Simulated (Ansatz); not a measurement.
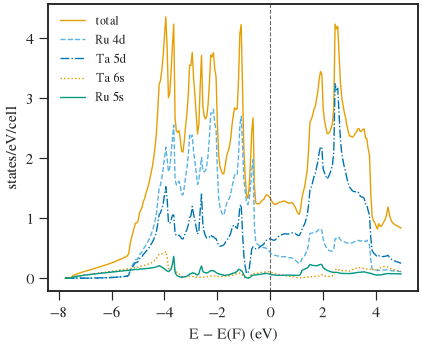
Total and projected density of states of TaRu (rock salt, Fm-3m), PBE in the plane-wave PAW code Ansatz

**Question.** Which orbitals carry the states next to the Fermi level?

**Answer.** Within 0.5 eV of the Fermi level: Ta 5d 49 %, Ru 4d 34 %, Ta 6s 6 %. Projections are on Löwdin-orthogonalised atomic valence shells; empty p or d shells of many metals are not among them.

**Question.** Where is the tallest occupied peak in this window, and what makes it?

**Answer.** Near -3.9 eV, about 4.4 states/eV per cell; the largest projected share is Ru 4d.

The start of the workflow was typed in or built on a structure type; neither database checked (COD, Materials Project) lists it. COD files the formula under space group No. 123, 221, so this cell is another polymorph or a model. Whether it is the stable phase at ambient conditions was not checked. The cell was relaxed with PBE under the symmetry of its start; whether a distortion lowers the energy is not shown. The run is not spin-polarised. Its formation energy is positive at this level, so the cell may be metastable or incomplete. Spin–orbit coupling is left out wherever it is not named.

Potentials: the later of the program's two PAW sets.
